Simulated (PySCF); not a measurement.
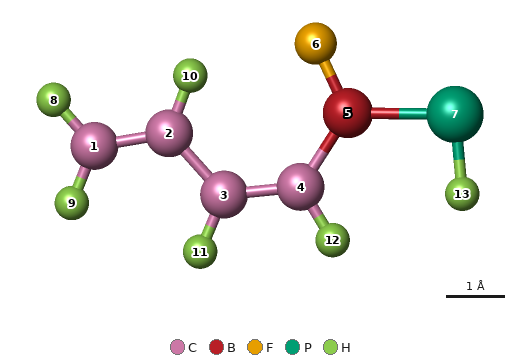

*The structure (ball-and-stick view, seen on its broad side; atoms are numbered from 1 in the order of the input).*

Bond lengths as drawn: B–C 1.54 Å, B–F 1.34 Å, B–P 1.90 Å, C–C 1.33 to 1.44 Å, C–H 1.08 to 1.09 Å and H–P 1.39 Å.

# EPR calculation, with input and output: C₄H₆BFP

C₄H₆BFP, multiplicity 2, computed with UKS B3LYP, pcH-1 on B C F H P, non-relativistic, mean-field spin-orbit, GIAO (PySCF 2.14.0).

It belongs to a series of runs on one base structure; here: H removed from P.

What the program printed
```
UKS, coarse grid
  cycle   1  E = -622.03942874  |g| = 4.14e-01
  cycle   2  E = -621.97663052  |g| = 6.11e-01
  cycle   3  E = -622.10376858  |g| = 6.86e-02
  cycle   4  E = -622.10528743  |g| = 3.24e-02
  cycle   5  E = -622.10576701  |g| = 7.18e-03
  cycle   6  E = -622.10579814  |g| = 4.30e-03
  cycle   7  E = -622.10580789  |g| = 1.60e-03
  cycle   8  E = -622.10581064  |g| = 6.27e-04
UKS, final grid
  cycle   1  E = -622.10587471  |g| = 8.42e-04
  cycle   2  E = -622.10587408  |g| = 1.45e-03
  cycle   3  E = -622.10587521  |g| = 1.71e-04
  cycle   4  E = -622.10587525  |g| = 1.02e-04
  cycle   5  E = -622.10587530  |g| = 9.01e-05
  cycle   6  E = -622.10587532  |g| = 3.28e-05
  cycle   7  E = -622.10587532  |g| = 1.54e-05
E = -622.10587532 Eh   <S^2> = 0.7569 (exact 0.7500)
g shifts (ppm)      1          2          3
  rmc          -158       -158       -158
  gc             -6         40         38
  oz_so          51       6165      21174
  total        -112       6047      21054
hyperfine (MHz)  atom isotope    a_iso     a_fc   dipolar eigenvalues
    0   13C       5.75       5.76     -5.54     -5.38     10.92
    1   13C      -5.83      -5.83     -4.16      1.59      2.58
    2   13C       7.18       7.13     -6.86     -6.37     13.23
    3   13C      -5.78      -5.75     -5.19      1.42      3.77
    4   11B     -12.04     -11.85     -3.97     -0.08      4.05
    5   19F       9.16      10.29    -38.74    -32.69     71.43
    6   31P     106.52     104.80   -284.15   -271.04    555.19
    7    1H      -4.60      -4.60     -2.57     -0.28      2.85
    8    1H      -4.35      -4.35     -2.10     -0.44      2.54
    9    1H       1.67       1.66     -1.20     -1.07      2.27
   10    1H      -5.41      -5.43     -2.81     -0.70      3.51
   11    1H       2.20       2.21     -2.59     -2.18      4.77
   12    1H     -32.78     -33.01    -15.93      2.60     13.33
```

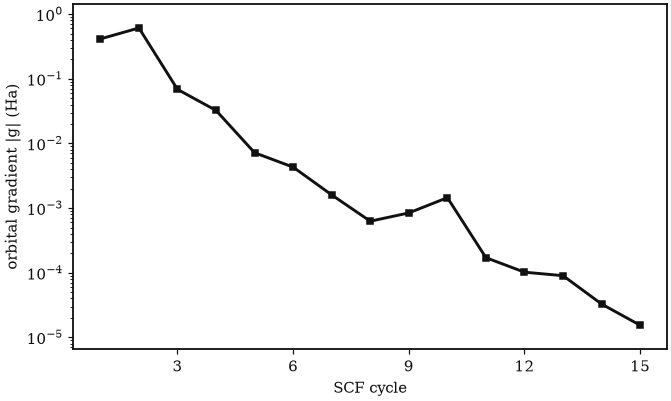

*Convergence of the self-consistent field: orbital gradient |g| against the SCF cycle.*

All cycles printed in the log are drawn one after another.

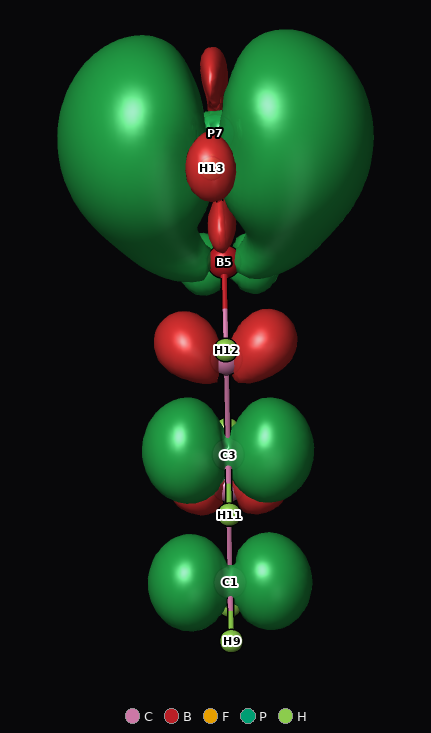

*Isosurfaces of the spin density (α minus β) at +0.008 (green) and −0.008 e/Å³ (red), seen at an oblique angle.*

The unpaired spin (1 electron) lies mostly on P7 (about 0.8) and B5 (about 0.1), in electrons by Hirshfeld's partition.

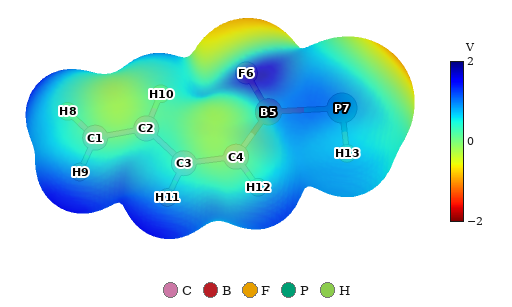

*The molecular electrostatic potential painted on the density surface at 0.004 e/bohr³, seen at a tilt; red is negative and blue positive.*

The run was set up as follows.

The input
```
{"job": {"kind": "epr", "basis": "pcH-1"}, "charge": 0, "multiplicity": 2}
C     -2.680670    -0.170420     0.250539
C     -1.407307    -0.156914    -0.145932
C     -0.322588     0.114254     0.757753
C      0.991497     0.153677     0.438141
B      1.661033    -0.076469    -0.931939
F      0.953792    -0.420128    -2.013712
P      3.532582     0.103563    -1.198158
H     -3.487976    -0.371375    -0.432262
H     -2.955062     0.019596     1.276141
H     -1.159901    -0.353123    -1.177584
H     -0.619510     0.308548     1.783866
H      1.662513     0.383179     1.261215
H      3.827209     0.466098     0.114203
```

The first line tells a small driver script what to run in PySCF; the rest is the geometry in Å.

Launched with:
```bash
OMP_NUM_THREADS=1 python <driver script> task.json out
```

Key numbers

- outcome: converged
- total energy: −622.105875 hartree
- ⟨S²⟩: 0.757
- isotropic g: 2.0113
- hardware: 1 CPU thread, shared host
- wall time: 60 s
- peak memory: 0.87 GiB
